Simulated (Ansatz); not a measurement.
**Molecular dynamics, with input and output: CH3F (part 1 of 4)**

- system: CH3F
- method: RKS r2SCAN/6-31G* (Ansatz 0.2.0)

It belongs to a series of runs on one base structure; here: dynamics from the last frame of an earlier run. Figures and captions count atoms from 1; the log counts them from 0 in places.

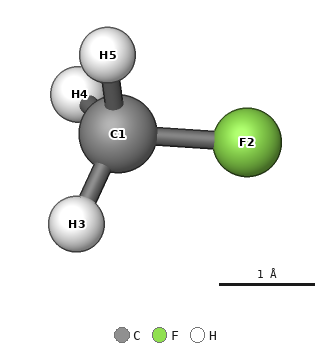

Fig. 1: The input geometry (ball-and-stick view, seen at a tilt; atoms are numbered from 1 in the order of the input). Bond lengths as drawn: C–F 1.37 Å and C–H 1.08 to 1.14 Å.

## Key numbers

| quantity | value |
| --- | --- |
| outcome | finished |
| mean temperature over the second half | 405 K |
| trajectory | 250 steps, 250 fs |
| ensemble | nve |
| temperature in the input | 400.0 K |
| time step | 1.0 fs |
| potential energy (last step) | −3800.1701 eV |
| mean-field energy (last step) | −3800.1701 eV |
| largest force (length of the vector) (last step) | 1.948 eV/Å |
| hardware | 1 thread of Intel Xeon (Sapphire Rapids), 32 GiB of memory available, shared host |
| wall time | 3 min |
| peak memory | 0.099 GiB |

## Notes

So short a trajectory is not equilibrated.

## The input
```yaml
crystal:
  periodic: [false, false, false]
  atoms:
    - { symbol: C, position_ang: [-0.086491, -0.004927, -0.006455] }
    - { symbol: F, position_ang: [1.092388, -0.684599, -0.136071] }
    - { symbol: H, position_ang: [-0.946232, -0.679554, -0.078602] }
    - { symbol: H, position_ang: [-0.088318, 0.855055, -0.748994] }
    - { symbol: H, position_ang: [0.046012, 0.492745, 0.942369] }
basis:
  gaussian: { orbitals: "6-31G*" }
hamiltonian:
  xc: r2scan
md:
  timestep: 1.0
  n_steps: 250
  ensemble: nve
  temperature: 400.0
  initial_velocities: maxwell_boltzmann
  seed: 62727
  masses: [{ species: H, mass: 2.014 }]
```

Launch command:
```bash
ansatz run input.yaml --threads 1 --pin off --max-ram 2048MiB --backend cpu --events-out ev --progress --plain --runs-dir out
```

## Log
```
Engine: ansatz 0.2.0, x86_64-unknown-linux-gnu
Functional definition: r2SCAN
  parameter k0 = 0.174
  parameter k1 = 0.065
  parameter a1 = 4.9479
  exchange = r2scan_x(k0 = k0, k1 = k1, a1 = a1)
  correlation = r2scan_c
431 factors; their error is unknown
mean field evaluation 1: about -3798.5110 eV, gradient 2.8e1 eV
mean field evaluation 2: about -3798.2304 eV, gradient 3.0e1 eV
mean field evaluation 4: about -3800.1497 eV, gradient 8.7e-1 eV
mean field evaluation 8: about -3800.1222 eV, gradient 1.7e-1 eV
mean field -3800.12221619 eV, -139.6519156297 hartree, gradient 1.4e-5 eV, S^2 0.000000; 0 other end points of the search recorded, 0 dependent functions left out
the calculation of the forces begins
reference -3800.12222026 eV, -139.6519157794 hartree; 9, 9 occupied and 27, 27 virtual orbitals, 431 factors
md step     0: t =     0.00 fs  T =   400.0 K  F+E_penalty+E_count = -3800.12221619 eV  E_kin = 0.155112 eV  conserved = -3799.96710419 eV  (23 SCF iters)
these checks for a lower state are left out or cut short: starts, cluster_reference, orbital_swaps, neighbouring_geometries, increment
431 factors; their error is unknown
mean field evaluation 16: about -3800.1284 eV, gradient 1.3e0 eV
mean field -3800.10607195 eV, -139.6513223399 hartree, gradient 1.3e-5 eV, S^2 0.000000; 0 other end points of the search recorded, 0 dependent functions left out
the calculation of the forces begins
reference -3800.10607598 eV, -139.6513224880 hartree; 9, 9 occupied and 27, 27 virtual orbitals, 431 factors
md step     1: t =     1.00 fs  T =   359.5 K  F+E_penalty+E_count = -3800.10607195 eV  E_kin = 0.139413 eV  conserved = -3799.96665898 eV  (27 SCF iters)
[... from here on the SCF iterations and repeated set-up lines of each step are left out, up to the last step ...]
md step     2: t =     2.00 fs  T =   302.7 K  F+E_penalty+E_count = -3800.08309894 eV  E_kin = 0.117370 eV  conserved = -3799.96572906 eV  (27 SCF iters)
md step     3: t =     3.00 fs  T =   264.9 K  F+E_penalty+E_count = -3800.06786153 eV  E_kin = 0.102708 eV  conserved = -3799.96515374 eV  (26 SCF iters)
md step     4: t =     4.00 fs  T =   270.2 K  F+E_penalty+E_count = -3800.06998801 eV  E_kin = 0.104782 eV  conserved = -3799.96520586 eV  (27 SCF iters)
md step     5: t =     5.00 fs  T =   319.6 K  F+E_penalty+E_count = -3800.08955316 eV  E_kin = 0.123954 eV  conserved = -3799.96559946 eV  (26 SCF iters)
md step     6: t =     6.00 fs  T =   396.6 K  F+E_penalty+E_count = -3800.12012395 eV  E_kin = 0.153799 eV  conserved = -3799.96632475 eV  (27 SCF iters)
md step     7: t =     7.00 fs  T =   470.4 K  F+E_penalty+E_count = -3800.14966512 eV  E_kin = 0.182428 eV  conserved = -3799.96723681 eV  (27 SCF iters)
md step     8: t =     8.00 fs  T =   505.9 K  F+E_penalty+E_count = -3800.16379802 eV  E_kin = 0.196173 eV  conserved = -3799.96762517 eV  (27 SCF iters)
md step     9: t =     9.00 fs  T =   487.2 K  F+E_penalty+E_count = -3800.15600153 eV  E_kin = 0.188909 eV  conserved = -3799.96709298 eV  (27 SCF iters)
md step    10: t =    10.00 fs  T =   431.8 K  F+E_penalty+E_count = -3800.13346407 eV  E_kin = 0.167425 eV  conserved = -3799.96603866 eV  (27 SCF iters)
md step    11: t =    11.00 fs  T =   377.7 K  F+E_penalty+E_count = -3800.11160929 eV  E_kin = 0.146459 eV  conserved = -3799.96515055 eV  (27 SCF iters)
md step    12: t =    12.00 fs  T =   358.3 K  F+E_penalty+E_count = -3800.10381966 eV  E_kin = 0.138947 eV  conserved = -3799.96487255 eV  (27 SCF iters)
md step    13: t =    13.00 fs  T =   384.5 K  F+E_penalty+E_count = -3800.11437280 eV  E_kin = 0.149107 eV  conserved = -3799.96526609 eV  (27 SCF iters)
md step    14: t =    14.00 fs  T =   441.4 K  F+E_penalty+E_count = -3800.13726180 eV  E_kin = 0.171182 eV  conserved = -3799.96607941 eV  (27 SCF iters)
md step    15: t =    15.00 fs  T =   498.1 K  F+E_penalty+E_count = -3800.16005317 eV  E_kin = 0.193156 eV  conserved = -3799.96689730 eV  (27 SCF iters)
md step    16: t =    16.00 fs  T =   523.4 K  F+E_penalty+E_count = -3800.17033875 eV  E_kin = 0.202965 eV  conserved = -3799.96737361 eV  (27 SCF iters)
md step    17: t =    17.00 fs  T =   499.8 K  F+E_penalty+E_count = -3800.16121031 eV  E_kin = 0.193831 eV  conserved = -3799.96737931 eV  (23 SCF iters)
md step    18: t =    18.00 fs  T =   430.4 K  F+E_penalty+E_count = -3800.13371925 eV  E_kin = 0.166909 eV  conserved = -3799.96681014 eV  (27 SCF iters)
md step    19: t =    19.00 fs  T =   342.8 K  F+E_penalty+E_count = -3800.09849147 eV  E_kin = 0.132913 eV  conserved = -3799.96557798 eV  (27 SCF iters)
md step    20: t =    20.00 fs  T =   286.1 K  F+E_penalty+E_count = -3800.07540479 eV  E_kin = 0.110957 eV  conserved = -3799.96444798 eV  (27 SCF iters)
md step    21: t =    21.00 fs  T =   299.3 K  F+E_penalty+E_count = -3800.08092433 eV  E_kin = 0.116055 eV  conserved = -3799.96486979 eV  (27 SCF iters)
md step    22: t =    22.00 fs  T =   365.1 K  F+E_penalty+E_count = -3800.10825945 eV  E_kin = 0.141587 eV  conserved = -3799.96667246 eV  (27 SCF iters)
md step    23: t =    23.00 fs  T =   419.0 K  F+E_penalty+E_count = -3800.13042285 eV  E_kin = 0.162497 eV  conserved = -3799.96792595 eV  (27 SCF iters)
md step    24: t =    24.00 fs  T =   412.0 K  F+E_penalty+E_count = -3800.12733906 eV  E_kin = 0.159753 eV  conserved = -3799.96758638 eV  (27 SCF iters)
md step    25: t =    25.00 fs  T =   350.2 K  F+E_penalty+E_count = -3800.10205095 eV  E_kin = 0.135790 eV  conserved = -3799.96626047 eV  (27 SCF iters)
md step    26: t =    26.00 fs  T =   279.5 K  F+E_penalty+E_count = -3800.07334409 eV  E_kin = 0.108366 eV  conserved = -3799.96497816 eV  (27 SCF iters)
md step    27: t =    27.00 fs  T =   248.0 K  F+E_penalty+E_count = -3800.06050924 eV  E_kin = 0.096160 eV  conserved = -3799.96434939 eV  (27 SCF iters)
md step    28: t =    28.00 fs  T =   280.7 K  F+E_penalty+E_count = -3800.07336662 eV  E_kin = 0.108855 eV  conserved = -3799.96451127 eV  (27 SCF iters)
md step    29: t =    29.00 fs  T =   371.9 K  F+E_penalty+E_count = -3800.10954453 eV  E_kin = 0.144235 eV  conserved = -3799.96530994 eV  (27 SCF iters)
md step    30: t =    30.00 fs  T =   490.5 K  F+E_penalty+E_count = -3800.15664847 eV  E_kin = 0.190200 eV  conserved = -3799.96644818 eV  (27 SCF iters)
md step    31: t =    31.00 fs  T =   591.7 K  F+E_penalty+E_count = -3800.19703190 eV  E_kin = 0.229461 eV  conserved = -3799.96757075 eV  (27 SCF iters)
md step    32: t =    32.00 fs  T =   633.2 K  F+E_penalty+E_count = -3800.21378166 eV  E_kin = 0.245534 eV  conserved = -3799.96824791 eV  (27 SCF iters)
md step    33: t =    33.00 fs  T =   593.4 K  F+E_penalty+E_count = -3800.19799220 eV  E_kin = 0.230098 eV  conserved = -3799.96789372 eV  (27 SCF iters)
md step    34: t =    34.00 fs  T =   493.2 K  F+E_penalty+E_count = -3800.15748240 eV  E_kin = 0.191272 eV  conserved = -3799.96621044 eV  (27 SCF iters)
md step    35: t =    35.00 fs  T =   399.2 K  F+E_penalty+E_count = -3800.11917254 eV  E_kin = 0.154791 eV  conserved = -3799.96438164 eV  (24 SCF iters)
md step    36: t =    36.00 fs  T =   375.4 K  F+E_penalty+E_count = -3800.11010469 eV  E_kin = 0.145585 eV  conserved = -3799.96451948 eV  (27 SCF iters)
md step    37: t =    37.00 fs  T =   416.8 K  F+E_penalty+E_count = -3800.12815670 eV  E_kin = 0.161631 eV  conserved = -3799.96652591 eV  (27 SCF iters)
md step    38: t =    38.00 fs  T =   453.0 K  F+E_penalty+E_count = -3800.14372355 eV  E_kin = 0.175684 eV  conserved = -3799.96803983 eV  (27 SCF iters)
md step    39: t =    39.00 fs  T =   425.1 K  F+E_penalty+E_count = -3800.13265018 eV  E_kin = 0.164859 eV  conserved = -3799.96779135 eV  (27 SCF iters)
md step    40: t =    40.00 fs  T =   334.6 K  F+E_penalty+E_count = -3800.09616083 eV  E_kin = 0.129738 eV  conserved = -3799.96642287 eV  (27 SCF iters)
md step    41: t =    41.00 fs  T =   228.0 K  F+E_penalty+E_count = -3800.05342635 eV  E_kin = 0.088412 eV  conserved = -3799.96501393 eV  (27 SCF iters)
md step    42: t =    42.00 fs  T =   158.6 K  F+E_penalty+E_count = -3800.02566635 eV  E_kin = 0.061487 eV  conserved = -3799.96417940 eV  (27 SCF iters)
md step    43: t =    43.00 fs  T =   159.6 K  F+E_penalty+E_count = -3800.02596162 eV  E_kin = 0.061882 eV  conserved = -3799.96407940 eV  (27 SCF iters)
md step    44: t =    44.00 fs  T =   235.6 K  F+E_penalty+E_count = -3800.05602374 eV  E_kin = 0.091371 eV  conserved = -3799.96465275 eV  (27 SCF iters)
md step    45: t =    45.00 fs  T =   363.8 K  F+E_penalty+E_count = -3800.10683314 eV  E_kin = 0.141069 eV  conserved = -3799.96576432 eV  (27 SCF iters)
md step    46: t =    46.00 fs  T =   499.7 K  F+E_penalty+E_count = -3800.16096707 eV  E_kin = 0.193782 eV  conserved = -3799.96718474 eV  (27 SCF iters)
md step    47: t =    47.00 fs  T =   589.4 K  F+E_penalty+E_count = -3800.19693217 eV  E_kin = 0.228561 eV  conserved = -3799.96837124 eV  (25 SCF iters)
md step    48: t =    48.00 fs  T =   593.3 K  F+E_penalty+E_count = -3800.19841142 eV  E_kin = 0.230081 eV  conserved = -3799.96833041 eV  (26 SCF iters)
md step    49: t =    49.00 fs  T =   522.0 K  F+E_penalty+E_count = -3800.16889508 eV  E_kin = 0.202436 eV  conserved = -3799.96645941 eV  (26 SCF iters)
md step    50: t =    50.00 fs  T =   448.3 K  F+E_penalty+E_count = -3800.13809254 eV  E_kin = 0.173852 eV  conserved = -3799.96424085 eV  (27 SCF iters)
md step    51: t =    51.00 fs  T =   449.0 K  F+E_penalty+E_count = -3800.13851086 eV  E_kin = 0.174132 eV  conserved = -3799.96437875 eV  (27 SCF iters)
md step    52: t =    52.00 fs  T =   519.2 K  F+E_penalty+E_count = -3800.16808462 eV  E_kin = 0.201332 eV  conserved = -3799.96675259 eV  (27 SCF iters)
md step    53: t =    53.00 fs  T =   576.0 K  F+E_penalty+E_count = -3800.19191150 eV  E_kin = 0.223365 eV  conserved = -3799.96854644 eV  (23 SCF iters)
md step    54: t =    54.00 fs  T =   549.4 K  F+E_penalty+E_count = -3800.18136833 eV  E_kin = 0.213031 eV  conserved = -3799.96833773 eV  (27 SCF iters)
md step    55: t =    55.00 fs  T =   438.1 K  F+E_penalty+E_count = -3800.13673294 eV  E_kin = 0.169874 eV  conserved = -3799.96685859 eV  (27 SCF iters)
md step    56: t =    56.00 fs  T =   292.7 K  F+E_penalty+E_count = -3800.07876067 eV  E_kin = 0.113503 eV  conserved = -3799.96525724 eV  (27 SCF iters)
md step    57: t =    57.00 fs  T =   174.1 K  F+E_penalty+E_count = -3800.03168423 eV  E_kin = 0.067502 eV  conserved = -3799.96418212 eV  (27 SCF iters)
md step    58: t =    58.00 fs  T =   125.1 K  F+E_penalty+E_count = -3800.01236878 eV  E_kin = 0.048519 eV  conserved = -3799.96384960 eV  (27 SCF iters)
md step    59: t =    59.00 fs  T =   159.5 K  F+E_penalty+E_count = -3800.02614657 eV  E_kin = 0.061864 eV  conserved = -3799.96428263 eV  (27 SCF iters)
md step    60: t =    60.00 fs  T =   259.9 K  F+E_penalty+E_count = -3800.06618471 eV  E_kin = 0.100778 eV  conserved = -3799.96540675 eV  (27 SCF iters)
md step    61: t =    61.00 fs  T =   381.7 K  F+E_penalty+E_count = -3800.11498717 eV  E_kin = 0.148032 eV  conserved = -3799.96695514 eV  (27 SCF iters)
md step    62: t =    62.00 fs  T =   467.2 K  F+E_penalty+E_count = -3800.14940703 eV  E_kin = 0.181181 eV  conserved = -3799.96822646 eV  (27 SCF iters)
md step    63: t =    63.00 fs  T =   475.0 K  F+E_penalty+E_count = -3800.15225838 eV  E_kin = 0.184185 eV  conserved = -3799.96807375 eV  (27 SCF iters)
md step    64: t =    64.00 fs  T =   420.2 K  F+E_penalty+E_count = -3800.12894738 eV  E_kin = 0.162946 eV  conserved = -3799.96600165 eV  (27 SCF iters)
md step    65: t =    65.00 fs  T =   382.0 K  F+E_penalty+E_count = -3800.11198632 eV  E_kin = 0.148122 eV  conserved = -3799.96386460 eV  (27 SCF iters)
md step    66: t =    66.00 fs  T =   433.6 K  F+E_penalty+E_count = -3800.13251935 eV  E_kin = 0.168128 eV  conserved = -3799.96439113 eV  (27 SCF iters)
md step    67: t =    67.00 fs  T =   556.4 K  F+E_penalty+E_count = -3800.18279175 eV  E_kin = 0.215768 eV  conserved = -3799.96702399 eV  (27 SCF iters)
md step    68: t =    68.00 fs  T =   657.2 K  F+E_penalty+E_count = -3800.22369150 eV  E_kin = 0.254857 eV  conserved = -3799.96883438 eV  (27 SCF iters)
md step    69: t =    69.00 fs  T =   663.2 K  F+E_penalty+E_count = -3800.22580250 eV  E_kin = 0.257172 eV  conserved = -3799.96863072 eV  (27 SCF iters)
md step    70: t =    70.00 fs  T =   572.4 K  F+E_penalty+E_count = -3800.18916784 eV  E_kin = 0.221946 eV  conserved = -3799.96722164 eV  (26 SCF iters)
md step    71: t =    71.00 fs  T =   433.0 K  F+E_penalty+E_count = -3800.13357873 eV  E_kin = 0.167910 eV  conserved = -3799.96566839 eV  (24 SCF iters)
md step    72: t =    72.00 fs  T =   304.4 K  F+E_penalty+E_count = -3800.08261410 eV  E_kin = 0.118058 eV  conserved = -3799.96455574 eV  (27 SCF iters)
md step    73: t =    73.00 fs  T =   231.0 K  F+E_penalty+E_count = -3800.05370251 eV  E_kin = 0.089587 eV  conserved = -3799.96411562 eV  (27 SCF iters)
md step    74: t =    74.00 fs  T =   230.4 K  F+E_penalty+E_count = -3800.05376056 eV  E_kin = 0.089330 eV  conserved = -3799.96443021 eV  (27 SCF iters)
md step    75: t =    75.00 fs  T =   289.4 K  F+E_penalty+E_count = -3800.07770897 eV  E_kin = 0.112235 eV  conserved = -3799.96547427 eV  (27 SCF iters)
md step    76: t =    76.00 fs  T =   366.9 K  F+E_penalty+E_count = -3800.10926918 eV  E_kin = 0.142292 eV  conserved = -3799.96697712 eV  (27 SCF iters)
md step    77: t =    77.00 fs  T =   407.2 K  F+E_penalty+E_count = -3800.12608287 eV  E_kin = 0.157914 eV  conserved = -3799.96816870 eV  (27 SCF iters)
md step    78: t =    78.00 fs  T =   372.5 K  F+E_penalty+E_count = -3800.11228764 eV  E_kin = 0.144429 eV  conserved = -3799.96785854 eV  (27 SCF iters)
md step    79: t =    79.00 fs  T =   283.6 K  F+E_penalty+E_count = -3800.07563157 eV  E_kin = 0.109984 eV  conserved = -3799.96564800 eV  (27 SCF iters)
md step    80: t =    80.00 fs  T =   224.8 K  F+E_penalty+E_count = -3800.05063898 eV  E_kin = 0.087158 eV  conserved = -3799.96348130 eV  (26 SCF iters)
md step    81: t =    81.00 fs  T =   271.2 K  F+E_penalty+E_count = -3800.06908826 eV  E_kin = 0.105147 eV  conserved = -3799.96394099 eV  (26 SCF iters)
md step    82: t =    82.00 fs  T =   407.2 K  F+E_penalty+E_count = -3800.12431581 eV  E_kin = 0.157896 eV  conserved = -3799.96642030 eV  (25 SCF iters)
md step    83: t =    83.00 fs  T =   544.1 K  F+E_penalty+E_count = -3800.17922868 eV  E_kin = 0.210976 eV  conserved = -3799.96825305 eV  (25 SCF iters)
md step    84: t =    84.00 fs  T =   607.4 K  F+E_penalty+E_count = -3800.20390576 eV  E_kin = 0.235538 eV  conserved = -3799.96836753 eV  (26 SCF iters)
md step    85: t =    85.00 fs  T =   583.6 K  F+E_penalty+E_count = -3800.19368551 eV  E_kin = 0.226307 eV  conserved = -3799.96737832 eV  (27 SCF iters)
md step    86: t =    86.00 fs  T =   505.3 K  F+E_penalty+E_count = -3800.16208269 eV  E_kin = 0.195963 eV  conserved = -3799.96611925 eV  (27 SCF iters)
md step    87: t =    87.00 fs  T =   420.6 K  F+E_penalty+E_count = -3800.12819996 eV  E_kin = 0.163104 eV  conserved = -3799.96509635 eV  (27 SCF iters)
md step    88: t =    88.00 fs  T =   370.1 K  F+E_penalty+E_count = -3800.10809598 eV  E_kin = 0.143501 eV  conserved = -3799.96459482 eV  (27 SCF iters)
md step    89: t =    89.00 fs  T =   373.7 K  F+E_penalty+E_count = -3800.10971032 eV  E_kin = 0.144919 eV  conserved = -3799.96479159 eV  (27 SCF iters)
md step    90: t =    90.00 fs  T =   423.4 K  F+E_penalty+E_count = -3800.12992723 eV  E_kin = 0.164192 eV  conserved = -3799.96573478 eV  (24 SCF iters)
md step    91: t =    91.00 fs  T =   482.3 K  F+E_penalty+E_count = -3800.15419847 eV  E_kin = 0.187018 eV  conserved = -3799.96718079 eV  (27 SCF iters)
md step    92: t =    92.00 fs  T =   497.2 K  F+E_penalty+E_count = -3800.16116018 eV  E_kin = 0.192801 eV  conserved = -3799.96835875 eV  (27 SCF iters)
md step    93: t =    93.00 fs  T =   430.7 K  F+E_penalty+E_count = -3800.13511014 eV  E_kin = 0.167011 eV  conserved = -3799.96809954 eV  (27 SCF iters)
md step    94: t =    94.00 fs  T =   301.4 K  F+E_penalty+E_count = -3800.08287722 eV  E_kin = 0.116871 eV  conserved = -3799.96600602 eV  (27 SCF iters)
md step    95: t =    95.00 fs  T =   189.5 K  F+E_penalty+E_count = -3800.03730065 eV  E_kin = 0.073467 eV  conserved = -3799.96383342 eV  (27 SCF iters)
md step    96: t =    96.00 fs  T =   172.5 K  F+E_penalty+E_count = -3800.03075904 eV  E_kin = 0.066892 eV  conserved = -3799.96386683 eV  (27 SCF iters)
md step    97: t =    97.00 fs  T =   252.0 K  F+E_penalty+E_count = -3800.06336864 eV  E_kin = 0.097701 eV  conserved = -3799.96566724 eV  (27 SCF iters)
md step    98: t =    98.00 fs  T =   364.0 K  F+E_penalty+E_count = -3800.10830899 eV  E_kin = 0.141147 eV  conserved = -3799.96716170 eV  (27 SCF iters)
md step    99: t =    99.00 fs  T =   447.3 K  F+E_penalty+E_count = -3800.14100148 eV  E_kin = 0.173460 eV  conserved = -3799.96754101 eV  (27 SCF iters)
md step   100: t =   100.00 fs  T =   479.5 K  F+E_penalty+E_count = -3800.15309883 eV  E_kin = 0.185939 eV  conserved = -3799.96715952 eV  (27 SCF iters)
md step   101: t =   101.00 fs  T =   470.6 K  F+E_penalty+E_count = -3800.14892708 eV  E_kin = 0.182475 eV  conserved = -3799.96645164 eV  (27 SCF iters)
md step   102: t =   102.00 fs  T =   446.5 K  F+E_penalty+E_count = -3800.13885214 eV  E_kin = 0.173137 eV  conserved = -3799.96571501 eV  (27 SCF iters)
md step   103: t =   103.00 fs  T =   435.5 K  F+E_penalty+E_count = -3800.13411602 eV  E_kin = 0.168887 eV  conserved = -3799.96522916 eV  (27 SCF iters)
md step   104: t =   104.00 fs  T =   456.1 K  F+E_penalty+E_count = -3800.14212739 eV  E_kin = 0.176876 eV  conserved = -3799.96525090 eV  (27 SCF iters)
md step   105: t =   105.00 fs  T =   506.7 K  F+E_penalty+E_count = -3800.16239516 eV  E_kin = 0.196496 eV  conserved = -3799.96589931 eV  (27 SCF iters)
md step   106: t =   106.00 fs  T =   562.0 K  F+E_penalty+E_count = -3800.18493518 eV  E_kin = 0.217949 eV  conserved = -3799.96698638 eV  (27 SCF iters)
md step   107: t =   107.00 fs  T =   582.3 K  F+E_penalty+E_count = -3800.19368847 eV  E_kin = 0.225805 eV  conserved = -3799.96788385 eV  (27 SCF iters)
md step   108: t =   108.00 fs  T =   538.0 K  F+E_penalty+E_count = -3800.17639996 eV  E_kin = 0.208632 eV  conserved = -3799.96776833 eV  (24 SCF iters)
md step   109: t =   109.00 fs  T =   437.9 K  F+E_penalty+E_count = -3800.13634738 eV  E_kin = 0.169828 eV  conserved = -3799.96651918 eV  (27 SCF iters)
md step   110: t =   110.00 fs  T =   329.2 K  F+E_penalty+E_count = -3800.09296105 eV  E_kin = 0.127676 eV  conserved = -3799.96528547 eV  (27 SCF iters)
md step   111: t =   111.00 fs  T =   257.8 K  F+E_penalty+E_count = -3800.06509365 eV  E_kin = 0.099960 eV  conserved = -3799.96513316 eV  (25 SCF iters)
md step   112: t =   112.00 fs  T =   233.2 K  F+E_penalty+E_count = -3800.05604472 eV  E_kin = 0.090440 eV  conserved = -3799.96560440 eV  (25 SCF iters)
md step   113: t =   113.00 fs  T =   240.0 K  F+E_penalty+E_count = -3800.05895789 eV  E_kin = 0.093054 eV  conserved = -3799.96590349 eV  (25 SCF iters)
md step   114: t =   114.00 fs  T =   262.6 K  F+E_penalty+E_count = -3800.06791472 eV  E_kin = 0.101829 eV  conserved = -3799.96608523 eV  (26 SCF iters)
md step   115: t =   115.00 fs  T =   289.6 K  F+E_penalty+E_count = -3800.07861245 eV  E_kin = 0.112290 eV  conserved = -3799.96632280 eV  (27 SCF iters)
md step   116: t =   116.00 fs  T =   310.2 K  F+E_penalty+E_count = -3800.08665393 eV  E_kin = 0.120279 eV  conserved = -3799.96637465 eV  (27 SCF iters)
md step   117: t =   117.00 fs  T =   321.8 K  F+E_penalty+E_count = -3800.09080859 eV  E_kin = 0.124771 eV  conserved = -3799.96603718 eV  (27 SCF iters)
```
